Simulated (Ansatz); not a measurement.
# K2NaScF6: a short molecular-dynamics run

Aim: set K2NaScF6 (a randomly packed cell, 10 atoms, not relaxed) in motion for 20 steps of 1.5 fs under a Langevin thermostat at 600 K, and see how temperature, energy and positions respond.

Program: Ansatz 0.2.0. Level of theory: DFT PBEsol, plane waves, PAW, scalar-relativistic, no spin polarisation. These are calculated values, not measurements.

## (1) The starting structure

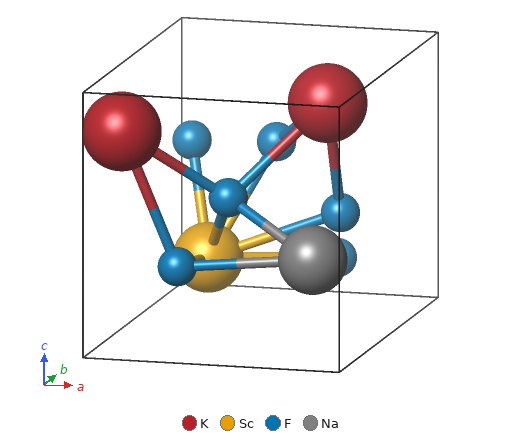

Start, viewed slightly off an axis; potassium red, scandium amber, fluorine blue, sodium grey. Each atom of the cell is drawn once.

Structure file:

```
CELL_PARAMETERS angstrom
5.32535 -0.15985 0.39879
-0.54331 5.74186 0.10465
-0.06572 -0.09504 5.14228
ATOMIC_POSITIONS crystal
K 0.09809 0.06568 0.81574
K 0.72733 0.51719 0.82966
Sc 0.24920 0.54851 0.21310
F 0.63541 0.85503 0.14705
F 0.71459 0.68029 0.37021
F 0.43611 0.75621 0.60073
F 0.13638 0.67800 0.61281
F 0.42155 0.30528 0.51610
F 0.29391 0.12057 0.30111
Na 0.79162 0.20069 0.33040
```

## (2) The run

input.yaml

```yaml
crystal:
  lattice:
    - [5.325347, -0.159852, 0.398786]
    - [-0.543307, 5.741859, 0.10465]
    - [-0.065722, -0.095039, 5.14228]
  atoms:
    - { symbol: K, position: [0.098094, 0.065681, 0.815742] }
    - { symbol: K, position: [0.727326, 0.517186, 0.829657] }
    - { symbol: Sc, position: [0.249204, 0.548509, 0.213095] }
    - { symbol: F, position: [0.635412, 0.855035, 0.147049] }
    - { symbol: F, position: [0.714586, 0.680286, 0.370212] }
    - { symbol: F, position: [0.436112, 0.756205, 0.600732] }
    - { symbol: F, position: [0.136383, 0.677995, 0.612805] }
    - { symbol: F, position: [0.421549, 0.305284, 0.516098] }
    - { symbol: F, position: [0.293915, 0.120567, 0.301112] }
    - { symbol: Na, position: [0.79162, 0.200689, 0.330397] }
kpoints:
  mp_grid: { grid: [3, 3, 3] }
magnetization:
  spin_polarized: false
scf:
  occupations: { method: gaussian, width: 0.1 }
hamiltonian:
  pseudopotentials: { kind: paw }
  xc: pbesol
basis:
  ecutwfc: 420
md:
  timestep: 1.5
  n_steps: 20
  ensemble: nvt_langevin
  temperature: 600.0
  initial_velocities: maxwell_boltzmann
  seed: 753159
```

On the command line:

```bash
$ ansatz run input.yaml --threads 2 --pin off --max-ram 2560MiB --backend cpu --events-out ev --progress --plain --runs-dir out
```

Output, cut to the lines that bear on the results:

```text
Warning: md: disabling space-group detection — thermal motion breaks the input geometry's symmetry, so no spatial operation reduces the k-mesh or symmetrises the density; time reversal is kept, so that k and −k are solved as one point where they differ and the mesh holds both, and exact [...]
Warning: RAYON_NUM_THREADS=2 ignored (pool sized by the plan → 2); use --threads N
[...]
Pseudopotentials: kind: paw
Pseudopotential: K, paw, valence charge 9, recommended cutoff 420 eV (normal), K.paw.azcp
Pseudopotential: Sc, paw, valence charge 11, recommended cutoff 420 eV (normal), Sc.paw.azcp
Pseudopotential: F, paw, valence charge 7, recommended cutoff 420 eV (normal), F.paw.azcp
Pseudopotential: Na, paw, valence charge 9, recommended cutoff 420 eV (normal), Na.paw.azcp
Functional definition: PBEsol
[...]
Crystal: 10 atoms, lattice volume = 157.016 Å³
Basis set: ecut = 420 eV, 3061 PW (Γ), exchange–correlation on 72×80×72 points (8 copies of the dense FFT grid, shifted against one another)
Bands: 50, of which v1, the nominal top of the filled ones, is band 40 counted from 1 (39 counted from 0)
Symmetry: 1 space group operations
k-points: 14 of 27 (time reversal used)
[...]
SCF iter   1: F=—  HF=-11415.853538 eV  |F-HF|=—  |Δ(HF+E_count)|=         —  Δρ=5.00e-2  dr2=4.65e0  ethr=1.77e-3  ⟨swp⟩=6.9  Hψ=3007  notcnv=0
[...]
md step     0: t =     0.00 fs  T =   540.0 K  F+E_penalty+E_count = -11415.66635759 eV  E_kin = 0.698004 eV  (17 SCF iters)
[...]
SCF iter   5: F=—  HF=-11415.998696 eV  |F-HF|=—  |Δ(HF+E_count)|=   6.51e-4  Δρ=6.93e-4  dr2=5.62e-4  ethr=4.64e-6  ⟨swp⟩=1.0  Hψ=695  notcnv=0  defer=3
```

## (3) More of the same log

The log, continued, cut to the lines that bear on the results:

```text
SCF iter   6: F=—  HF=-11415.998846 eV  |F-HF|=—  |Δ(HF+E_count)|=   1.50e-4  Δρ=4.45e-4  dr2=2.30e-4  ethr=7.02e-7  ⟨swp⟩=1.0  Hψ=695  notcnv=0  defer=3
[...]
md step     1: t =     1.50 fs  T =   849.2 K  F+E_penalty+E_count = -11415.99886521 eV  E_kin = 1.097620 eV  (15 SCF iters)
[...]
md step     6: t =     9.00 fs  T =  5602.5 K  F+E_penalty+E_count = -11422.60323105 eV  E_kin = 7.241763 eV  (11 SCF iters)
[...]
md step    11: t =    16.50 fs  T =  7507.6 K  F+E_penalty+E_count = -11426.13272911 eV  E_kin = 9.704330 eV  (9 SCF iters)
[...]
md step    16: t =    24.00 fs  T =  6997.1 K  F+E_penalty+E_count = -11427.41580022 eV  E_kin = 9.044463 eV  (7 SCF iters)
[...]
md step    19: t =    28.50 fs  T =  7365.5 K  F+E_penalty+E_count = -11428.63138863 eV  E_kin = 9.520601 eV  (8 SCF iters)
[...]
md step    20: t =    30.00 fs  T =  7468.8 K  F+E_penalty+E_count = -11429.11637863 eV  E_kin = 9.654200 eV  (10 SCF iters)
SCF converged after 10 iterations
Free energy (F): -11429.116379 eV
[...]
E sigma→0 (E₀):  -11429.116379 eV
Fermi energy:    4.304684 eV
[...]
--- Forces (eV/Å), atoms counted from 1 ---
  atom   1  K     -0.30454526    -0.43306603    -4.75992911
  atom   2  K     -1.18908690     0.10306262     1.63228530
  atom   3  Sc     1.85966283     1.33110129     4.58448228
  atom   4  F     -0.45326901    -1.78390933     1.26652032
  atom   5  F     -1.49876037     1.02657112    -3.19925814
  atom   6  F     -0.90244547    -0.32487202    -2.63973684
  atom   7  F      4.35831442     1.69601098    -0.50900774
  atom   8  F     -1.52969023    -0.29276283    -1.76126374
[...]
--- MD trajectory: 20 steps, t = 0.0 → 30.0 fs ---
  final state: T = 7468.8 K   F+E_penalty+E_count = -11429.11637863 eV   E_kin = 9.654200 eV
```

Run time: 3.9 min. Hardware: 2 threads of Arm Neoverse N1, shared host; peak memory 0.48 GiB.

## (4) What the atoms did

Every step; energies are changes from step 0; msd is the mean square displacement from the start, the centre of mass held:

```
time (fs)  T (K)  potential energy change (meV/atom)  msd F (Å²)  msd Sc (Å²)  msd Na (Å²)  msd K (Å²)
      0.0    540                                 0.0       0.000        0.000        0.000       0.000
      1.5    849                               -33.3       0.000        0.000        0.000       0.000
      3.0   1500                              -124.6       0.001        0.001        0.000       0.000
      4.5   2368                              -255.7       0.003        0.002        0.001       0.001
      6.0   3485                              -406.2       0.009        0.003        0.002       0.001
      7.5   4705                              -557.6       0.018        0.005        0.003       0.002
      9.0   5602                              -693.7       0.033        0.008        0.004       0.003
     10.5   6267                              -805.4       0.054        0.013        0.006       0.004
     12.0   6740                              -892.9       0.081        0.019        0.008       0.006
     13.5   7285                              -959.8       0.115        0.027        0.011       0.007
     15.0   7597                             -1009.8       0.156        0.039        0.015       0.008
     16.5   7508                             -1046.6       0.202        0.055        0.019       0.009
     18.0   7415                             -1075.5       0.253        0.074        0.025       0.010
     19.5   7238                             -1099.9       0.307        0.099        0.031       0.011
     21.0   6828                             -1121.8       0.363        0.128        0.039       0.013
     22.5   6894                             -1145.7       0.422        0.161        0.047       0.014
     24.0   6997                             -1174.9       0.482        0.200        0.057       0.015
     25.5   6898                             -1209.3       0.543        0.247        0.068       0.017
     27.0   7037                             -1250.2       0.603        0.300        0.080       0.019
     28.5   7365                             -1296.5       0.663        0.362        0.094       0.021
     30.0   7469                             -1345.0       0.723        0.433        0.111       0.024
```

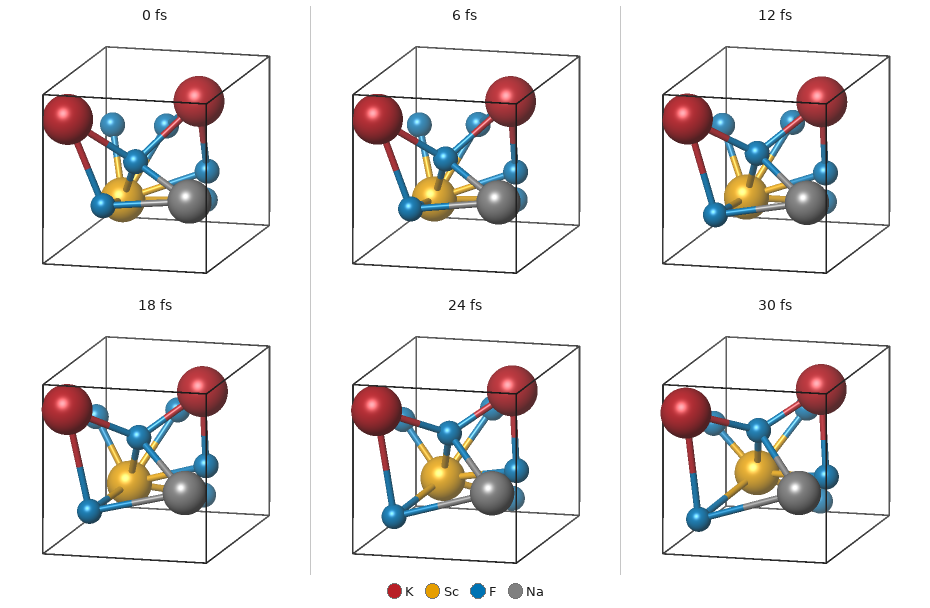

The system at six times, viewed slightly off an axis. Each atom of the cell is drawn once. Atoms are followed across the cell's faces. Sticks are the contacts of the first frame, kept unless stretched by 40 %.

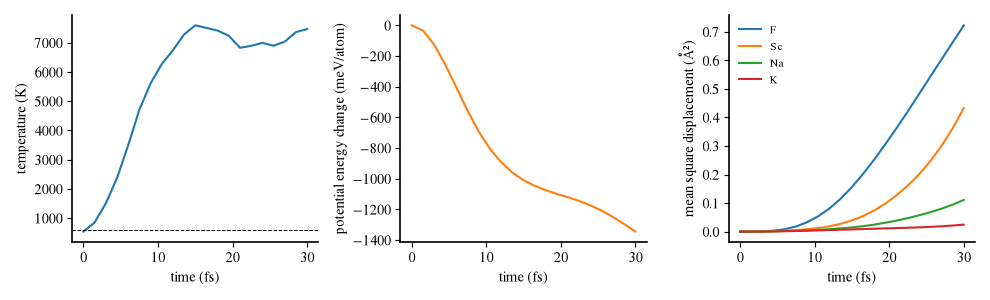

Time series of the run, each on its own scale. The dashed line is the set temperature.

## (5) Positions and forces

Extended XYZ, with forces in eV/Å:

```xyz
10
Lattice="5.325 -0.160 0.399 -0.543 5.742 0.105 -0.066 -0.095 5.142" Properties=species:S:1:pos:R:3:forces:R:3 pbc="T T T" time_fs=3.0 T=1500 dE=-1.2465
K     0.434    0.275    4.247    0.669   -0.588   -0.463
K     3.560    2.786    4.608   -0.697    0.577   -0.527
Sc    1.029    3.110    1.257    2.532    1.417    5.053
F     2.900    4.812    1.104   -2.945    5.154   -6.745
F     3.396    3.717    2.250    5.667   -7.001    3.370
F     1.877    4.230    3.358    6.056    2.811    1.802
F     0.294    3.791    3.281   -8.086   -3.228   -1.285
F     2.030    1.643    2.875    2.437    5.563    6.046
F     1.461    0.604    1.646   -4.453   -3.778   -7.482
Na    4.078    0.978    2.025   -1.181   -0.926    0.230
10
Lattice="5.325 -0.160 0.399 -0.543 5.742 0.105 -0.066 -0.095 5.142" Properties=species:S:1:pos:R:3:forces:R:3 pbc="T T T" time_fs=7.5 T=4705 dE=-5.5755
K     0.437    0.257    4.256    0.694   -0.648   -0.633
K     3.585    2.804    4.602   -1.068    0.452   -0.357
Sc    1.053    3.145    1.278    3.140    1.980    6.060
F     2.864    4.876    1.067   -2.033    2.835   -4.339
F     3.425    3.600    2.266    4.166   -5.253    0.570
F     1.930    4.274    3.394    3.141    2.073    1.287
F     0.201    3.732    3.280   -4.319   -2.425   -1.428
F     2.024    1.701    2.959    0.538    2.458    2.478
F     1.397    0.552    1.543   -2.977   -0.585   -4.026
Na    4.061    0.951    2.014   -1.282   -0.886    0.387
10
Lattice="5.325 -0.160 0.399 -0.543 5.742 0.105 -0.066 -0.095 5.142" Properties=species:S:1:pos:R:3:forces:R:3 pbc="T T T" time_fs=12.0 T=6740 dE=-8.9287
K     0.445    0.239    4.264    0.609   -0.677   -0.986
K     3.605    2.828    4.593   -1.917    0.045    0.542
Sc    1.086    3.186    1.320    3.217    2.315    6.474
F     2.810    4.960    0.987   -1.045    0.201   -1.947
F     3.501    3.431    2.291    2.409   -2.796   -2.319
F     2.010    4.343    3.440    0.513    1.297    0.681
F     0.069    3.654    3.269    0.175   -1.129   -1.766
F     2.022    1.790    3.071   -0.796    0.403    0.199
F     1.296    0.490    1.409   -1.930    1.120   -1.401
Na    4.038    0.920    2.008   -1.236   -0.779    0.523
10
Lattice="5.325 -0.160 0.399 -0.543 5.742 0.105 -0.066 -0.095 5.142" Properties=species:S:1:pos:R:3:forces:R:3 pbc="T T T" time_fs=15.0 T=7597 dE=-10.0977
K     0.447    0.225    4.262    0.450   -0.648   -1.386
K     3.610    2.844    4.591   -2.655   -0.283    1.426
Sc    1.117    3.218    1.368    3.019    2.354    6.400
F     2.773    5.018    0.929   -0.727   -0.754   -1.062
F     3.567    3.306    2.294    1.395   -1.814   -3.360
F     2.068    4.396    3.475   -0.371    0.879    0.094
F    -0.017    3.599    3.255    2.818   -0.252   -2.035
F     2.021    1.848    3.151   -1.359   -0.234   -0.519
F     1.218    0.452    1.308   -1.455    1.437   -0.134
Na    4.016    0.898    2.008   -1.115   -0.684    0.576
10
Lattice="5.325 -0.160 0.399 -0.543 5.742 0.105 -0.066 -0.095 5.142" Properties=species:S:1:pos:R:3:forces:R:3 pbc="T T T" time_fs=18.0 T=7415 dE=-10.7554
K     0.448    0.209    4.257    0.220   -0.596   -2.027
K     3.610    2.860    4.592   -3.337   -0.510    2.302
Sc    1.151    3.256    1.428    2.746    2.290    6.209
F     2.735    5.072    0.863   -0.566   -1.290   -0.460
F     3.635    3.178    2.280    0.477   -1.207   -3.963
F     2.127    4.451    3.504   -0.745    0.571   -0.557
F    -0.086    3.542    3.233    4.986    0.488   -2.250
F     2.020    1.902    3.223   -1.776   -0.527   -0.931
F     1.140    0.423    1.207   -1.043    1.410    1.075
Na    3.992    0.872    2.006   -0.961   -0.629    0.603
10
Lattice="5.325 -0.160 0.399 -0.543 5.742 0.105 -0.066 -0.095 5.142" Properties=species:S:1:pos:R:3:forces:R:3 pbc="T T T" time_fs=22.5 T=6894 dE=-11.4566
K     0.450    0.180    4.241   -0.178   -0.531   -3.379
K     3.600    2.878    4.603   -3.513   -0.468    2.923
Sc    1.207    3.317    1.531    2.242    2.001    5.827
F     2.683    5.135    0.764   -0.470   -1.656    0.270
F     3.738    2.980    2.230   -0.739   -0.632   -4.313
F     2.205    4.536    3.538   -0.897    0.216   -1.482
F    -0.142    3.460    3.183    6.761    1.227   -2.063
F     2.006    1.971    3.305   -2.060   -0.552   -1.360
F     1.025    0.393    1.076   -0.444    1.144    2.988
Na    3.948    0.825    2.005   -0.702   -0.750    0.590
10
Lattice="5.325 -0.160 0.399 -0.543 5.742 0.105 -0.066 -0.095 5.142" Properties=species:S:1:pos:R:3:forces:R:3 pbc="T T T" time_fs=27.0 T=7037 dE=-12.5015
K     0.454    0.144    4.205   -0.391   -0.491   -4.634
K     3.576    2.890    4.625   -2.251   -0.094    2.311
Sc    1.269    3.384    1.645    1.825    1.596    5.294
F     2.626    5.178    0.680   -0.458   -1.780    0.907
F     3.830    2.782    2.156   -1.450    0.151   -3.910
F     2.278    4.620    3.545   -0.909   -0.095   -2.245
F    -0.127    3.395    3.118    6.007    1.574   -1.186
F     1.971    2.028    3.363   -1.881   -0.383   -1.662
F     0.904    0.371    0.979   -0.038    0.856    4.642
Na    3.899    0.775    2.015   -0.455   -1.333    0.484
10
Lattice="5.325 -0.160 0.399 -0.543 5.742 0.105 -0.066 -0.095 5.142" Properties=species:S:1:pos:R:3:forces:R:3 pbc="T T T" time_fs=30.0 T=7469 dE=-13.4500
K     0.453    0.118    4.170   -0.305   -0.433   -4.760
K     3.556    2.891    4.643   -1.189    0.103    1.632
Sc    1.314    3.433    1.732    1.860    1.331    4.584
F     2.584    5.196    0.629   -0.453   -1.784    1.267
F     3.882    2.654    2.087   -1.499    1.027   -3.199
F     2.322    4.671    3.533   -0.902   -0.325   -2.640
F    -0.085    3.365    3.071    4.358    1.696   -0.509
F     1.938    2.061    3.391   -1.530   -0.293   -1.761
F     0.823    0.358    0.942    0.005    0.652    4.995
Na    3.865    0.732    2.025   -0.345   -1.974    0.391
```

## (6) Outcome

```
                             quantity                                    value
                               length                       20 steps of 1.5 fs
     temperature, first and last step                           540 and 7469 K
             temperature, second half         mean 7204 K, from 6828 to 7597 K
        potential energy, second half            -1161 meV/atom from the start
mean square displacement, second half  F 0.429, Sc 0.191, Na 0.053, K 0.015 Å²
```

In words: Against a set 600 K the second half averages 7204 K with a spread of 268 K (in equilibrium 10 atoms would scatter by about 155 K, over a far longer run); the potential energy of that half lies 1161 meV/atom under the start, so the atoms have moved to lower-lying arrangements, and the energy set free heats the cell. Over the second half F atoms stand 0.7 Å (root mean square) from where they began, and the farthest move is 1.2 Å. A run of 30 fs with 10 atoms shows the motion but fixes no equilibrium value.
